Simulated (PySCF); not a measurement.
C2H3F3NO, doublet, SMILES `CN([O])C(F)(F)F`.

PySCF calculation, B3LYP/6-31+G*, gas phase; geometry: GFN2-xTB. No frequency check shows the geometry to be a minimum. GFN2-xTB doesn't know the spin state, so this open-shell geometry is rough.

Geometry (Å), atoms numbered from 1:

```
C1       1.6918    0.9349    0.0089
N2       0.8306   -0.2195   -0.0003
O3       1.2727   -1.4098   -0.0042
C4      -0.5755    0.0144   -0.0030
F5      -0.9472    0.7370    1.0689
F6      -1.2713   -1.0999    0.0006
F7      -0.9398    0.7474   -1.0709
H8       1.5033    1.5374    0.9006
H9       1.5094    1.5460   -0.8780
H10      2.7177    0.5752   -0.0089
```

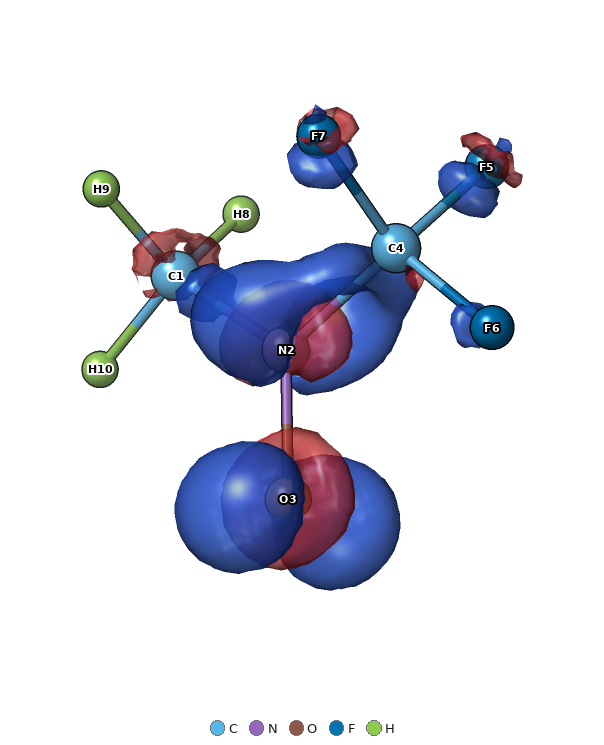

Fukui function f⁺ = ρ(N+1) − ρ(N) at fixed geometry, surfaces at ±0.06 e/Å³ (blue positive, red negative).

On which atoms does the density change most on addition of an electron?

Answer. f⁺ (Hirshfeld-condensed) is largest on O3 (0.38); the vertical electron affinity is 0.26 eV (to the singlet anion, which needn't be its lowest state; the anion's highest orbital has positive energy, so this value and f⁺ depend on the basis). Condensed values hint at sites of nucleophilic attack but needn't mark the atom that reacts. Orbital relaxation makes it negative in places (0.25 e in all).

```json
{"atom": "C1", "f⁺": "+0.08", "charge": "−0.03"}
{"atom": "N2", "f⁺": "+0.15", "charge": "+0.02"}
{"atom": "O3", "f⁺": "+0.38", "charge": "−0.20"}
{"atom": "C4", "f⁺": "+0.06", "charge": "+0.30"}
{"atom": "F5", "f⁺": "+0.06", "charge": "−0.10"}
{"atom": "F6", "f⁺": "+0.05", "charge": "−0.07"}
{"atom": "F7", "f⁺": "+0.06", "charge": "−0.10"}
{"atom": "H8", "f⁺": "+0.06", "charge": "+0.06"}
{"atom": "H9", "f⁺": "+0.06", "charge": "+0.05"}
{"atom": "H10", "f⁺": "+0.04", "charge": "+0.07"}
```
